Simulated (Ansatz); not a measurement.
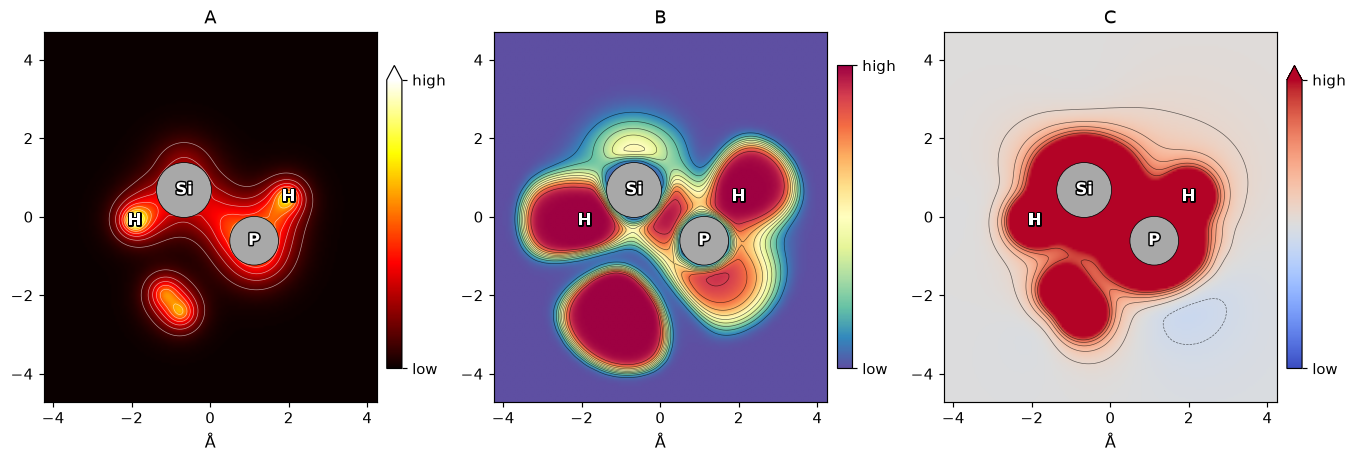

H₅PSi···H₂: 3 fields on the plane of atoms H3, Si1 and P6, with unlabelled colour scales. Grey discs cover the atomic cores.

Not at a stationary point (largest force 1.6 eV/Å).

All numbers below come from RKS r2SCAN/def2-mTZVP in Ansatz.

> Match the panels to the quantities (electron density, electron localisation function and electrostatic potential).

Panel A: electron density. Panel B: electron localisation function. Panel C: electrostatic potential (strongly positive close to the atoms and fading to about zero outside). From the grid: Si1···H7 (2.67 Å): the density falls to about 0.31 e/Å³ on the way; the ELF climbs to about 1 towards the hydrogen, as it does in any bond to H. Si–P (2.21 Å): ρ at the midpoint is about 0.76 e/Å³; the ELF peaks at about 0.95 between the atoms, as expected for localised, covalent bonding.
